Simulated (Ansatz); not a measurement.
# How many bands does the GW gap of Ge2As4W (MoSi2N4-type monolayer) need?, part 2 of 2

How do accuracy and time trade against each other in G0W0 on Ge2As4W (MoSi2N4-type monolayer)?

Ansatz 0.2.0; G0W0 on LDA, plane waves, PAW; PAW set soft_1. Known limits of the many-body steps: not at the basis limit; coarse mesh for a sheet; no spin-orbit coupling.

So far. Step 2 (95 empty bands, screening to 19.5 eV): The gap on the mesh goes from 0.45 eV to 0.74 eV, a correction of +0.30 eV. The program marks an edge row as in doubt. Between the two edge states, bare exchange in place of the xc potential would open the gap by 3.40 eV, and correlation takes back 3.10 eV. Step 3 (269 empty bands, screening to 39 eV): Against the run with 6×6×1 mesh, 95 empty bands, screening to 19.5 eV, PAW set soft_1 files, the gap moves by +0.05 eV.

## 4. 580 empty bands, screening to 65 eV

input.yaml

```yaml
crystal:
  lattice:
    - [3.6098771035, 0.0, 0.0]
    - [-1.8049385518, 3.1262452762, 0.0]
    - [0.0, 0.0, 43.2]
  atoms:
    - { symbol: W, position: [0.0, 0.0, 0.5] }
    - { symbol: As, position: [0.3333333333, 0.6666666667, 0.5335697027] }
    - { symbol: As, position: [0.3333333333, 0.6666666667, 0.4664302973] }
    - { symbol: Ge, position: [0.3333333333, 0.6666666667, 0.5889312921] }
    - { symbol: Ge, position: [0.3333333333, 0.6666666667, 0.4110687079] }
    - { symbol: As, position: [0.6666666667, 0.3333333333, 0.6157689906] }
    - { symbol: As, position: [0.6666666667, 0.3333333333, 0.3842310094] }
  periodic: [true, true, false]
kpoints:
  mp_grid: { grid: [6, 6, 1] }
hamiltonian:
  xc: lda
  pseudopotentials: { kind: paw, azcp: { folder: soft_1 }, xc_functional: pbe }
scf:
  occupations: { method: fixed }
  convergence: { dr2_threshold: 1.0e-10 }
gw:
  n_empty_bands: 580
  ecut_chi: 65.0
  qp_bands: [v2, c2]
  qp_kpoints: band_edges
  screening: { model: contour_deformation }
```

The run is started by

```bash
$ ansatz run input.yaml --threads 8 --pin off --max-ram 17510MiB --backend cpu --events-out ev --progress --plain --runs-dir out
```

Numbers of over 12 decimals in the logs are rounded to 6 here.

Output:

```text
[...]
Crystal: 7 atoms, lattice volume = 487.528 Å³
Basis set: ecut = 420 eV, 9409 PW (Γ)
Bands: 62, of which v1, the nominal top of the filled ones, is band 51 counted from 1 (50 counted from 0)
Symmetry: 12 space group operations
[...]
k-points: 7 of 36 (time reversal used)
[...]
5    53     -3.6072   -14.1615    -3.9123   -18.9348  0.6247    -3.0243    -2.7461  root ?
     6    50     -6.8959   -15.4535     1.7133   -13.6386  0.6550    -6.9992    -6.9974  root
     6    51     -5.0552   -18.4434     0.0591   -18.7473  0.6606    -4.7058    -4.6922  root
     6    52     -4.6086   -14.9503    -3.2094   -18.6559  0.6555    -4.0625    -4.1125  root ?
     6    53     -4.2496   -12.3610    -3.3002   -16.5187  0.6783    -3.6368    -3.3921  root ?
[key lines of the parts left out:]
SCF converged after 14 iterations
Free energy (F): -37656.297058 eV
Fermi energy:    -5.055202 eV
```

Wall time 10 min (8 threads of Arm Neoverse V2, shared host); peak memory 15 GiB; 78 min of CPU time.

Numbers from this step:

```yaml
bands_summed: 631
plane_waves_in_the_screening_matrix: 615
g0w0_gap_on_the_mesh: 0.5798 eV
k_of_the_valence_top: 0.3333, 0.3333, 0
k_of_the_conduction_bottom: 0.3333, 0.3333, 0
starting_gap_on_the_mesh: 0.4466 eV
least_direct_g0w0_gap_on_the_computed_points: 0.5798 eV
```

Against the run with 6×6×1 mesh, 269 empty bands, screening to 39 eV, PAW set soft_1 files, the gap moves by −0.21 eV.

## 5. Changing the k mesh: 3×3×1 mesh, 269 empty bands, screening to 39 eV, PAW set soft_1 files

A second mesh at equal bands and cutoff isolates the sampling error. Bands and cutoff differ from the step before, so it is read against an earlier run that matches them.

input.yaml: that of step 4 with these lines changed.

```diff
@@ -15,3 +15,3 @@
 kpoints:
-  mp_grid: { grid: [6, 6, 1] }
+  mp_grid: { grid: [3, 3, 1] }
 hamiltonian:
@@ -21,6 +21,5 @@
   occupations: { method: fixed }
-  convergence: { dr2_threshold: 1.0e-10 }
 gw:
-  n_empty_bands: 580
-  ecut_chi: 65.0
+  n_empty_bands: 269
+  ecut_chi: 39.0
   qp_bands: [v2, c2]
```

Output:

```text
[...]
Crystal: 7 atoms, lattice volume = 487.528 Å³
Basis set: ecut = 420 eV, 9409 PW (Γ)
Bands: 62, of which v1, the nominal top of the filled ones, is band 51 counted from 1 (50 counted from 0)
Symmetry: 12 space group operations
[...]
k-points: 3 of 9 (time reversal used)
[...]
1    52     -3.9734   -11.4656    -3.5183   -15.4202  0.6760    -3.4894    -3.5370  root
     1    53     -3.4868    -9.3792    -3.9890   -13.8342  0.6307    -3.0206    -3.0208  root
     2    50     -6.8671   -15.4859     2.1684   -13.6147  0.6409    -6.5815    -6.5699  root
     2    51     -4.9536   -19.1526     1.1800   -18.7062  0.6552    -4.2517    -4.2200  root
     2    52     -4.5657   -14.1683    -3.9095   -18.6318  0.6457    -3.8904    -4.0118  root ?
     2    53     -4.2160   -12.4362    -3.4826   -16.3957  0.6856    -3.6747    -3.7391  root
[key lines of the parts left out:]
SCF converged after 10 iterations
Free energy (F): -37655.374163 eV
Fermi energy:    -4.953607 eV
```

Wall time 33 s (8 threads); peak memory 2.9 GiB.

This step gave:

```
bands summed                                 : 320
plane waves in the screening matrix          : 253
G0W0 gap on the mesh                         : 0.2082 eV
k of the valence top                         : 0.3333, 0.3333, 0
k of the conduction bottom                   : 0.3333, 0.3333, 0
starting gap on the mesh                     : 0.3879 eV
least direct G0W0 gap on the computed points : 0.2082 eV
```

Against the run with 6×6×1 mesh, 269 empty bands, screening to 39 eV, PAW set soft_1 files, the gap moves by −0.59 eV, while the start moved by −0.06 eV.

## 6. Side by side

Times are wall times on 8 threads of Arm Neoverse V2, shared host, good to a factor of about two.

```
 mesh           files            frequency  bands summed  cutoff (eV)  start (eV)  G0W0 (eV)     time  host memory (GiB)
6×6×1  PAW set soft_1  contour deformation           146         19.5       0.447      0.744     45 s                2.7
6×6×1  PAW set soft_1  contour deformation           320           39       0.447      0.794  2.1 min                6.3
6×6×1  PAW set soft_1  contour deformation           631           65       0.447      0.580   10 min                 15
3×3×1  PAW set soft_1  contour deformation           320           39       0.388      0.208     33 s                2.9
```

How the two edges are built up, in eV (the quasiparticle level is the starting level plus Σx plus Σc less Vxc):

```
      run               edge  start      Σx     Σc     Vxc     Z     QP
146 bands        valence top  -5.06  -18.44   0.74  -18.75  0.68  -4.01
146 bands  conduction bottom  -4.61  -14.95  -2.36  -18.66  0.67  -3.27
320 bands        valence top  -5.06  -18.44   0.33  -18.75  0.67  -4.42
320 bands  conduction bottom  -4.61  -14.95  -2.73  -18.66  0.66  -3.63
631 bands        valence top  -5.06  -18.44   0.06  -18.75  0.66  -4.69
631 bands  conduction bottom  -4.61  -14.95  -3.21  -18.66  0.66  -4.11
```

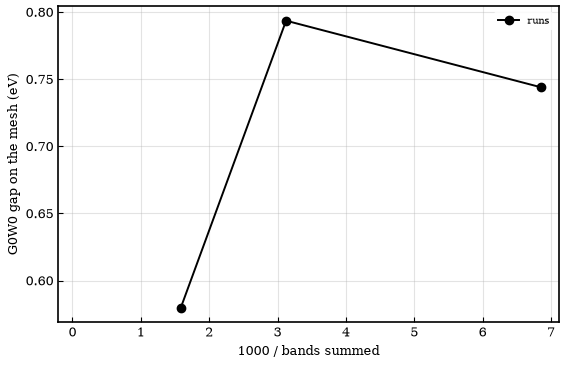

The gap against one over the number of bands.

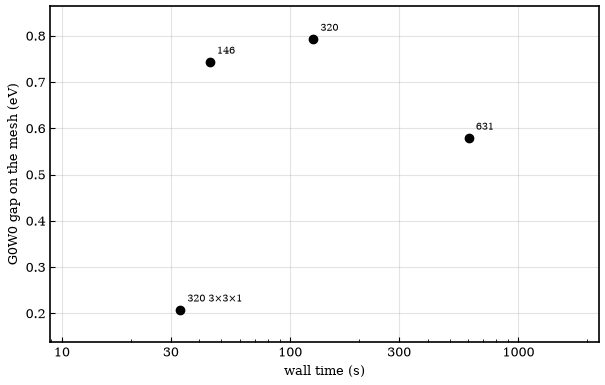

Result against wall time.

## 7. Results

```
146 bands, 19.5 eV : 0.744 eV
320 bands, 39 eV   : 0.794 eV
631 bands, 65 eV   : 0.580 eV
mesh and start     : 6×6×1, LDA
```

In words: From 146 to 631 bands the gap moves by −0.16 eV while the time grows 14-fold. Σc changes by −0.68 eV at the valence top and −0.85 eV at the conduction bottom, so the levels themselves move more than the gap between them. The gap turns back along the series, so no limit is drawn from it. On the 3×3×1 mesh in place of 6×6×1 the gap differs by −0.59 eV, of which −0.06 eV is already in the start. The mesh in the plane is coarse for a sheet; gap and any exciton binding can still move on denser ones. The many-body steps are scalar-relativistic: spin-orbit coupling is not in them. The program marks a band-edge row as in doubt, so the gap is less sure than its digits.

[Paths, hosts, dates, memory and timing lines, banners, echoed tables and standing remarks are left out of the program output.]

[Logs are printed without paths, hosts, clocks, repeated set-up lines and the standing remarks that a program may print on its own settings, such as how far it seeks lower states.]

[Runs of the session that timed out or met a known fault of the program may be left out.]

[Cells called generated may have been cut or substituted from an entry of the Crystallography Open Database or the Materials Project.]

[Hosts, paths, dates, database ids (printed as entryN), source tags and the programs' standing remarks are cut or masked in the printed files.]
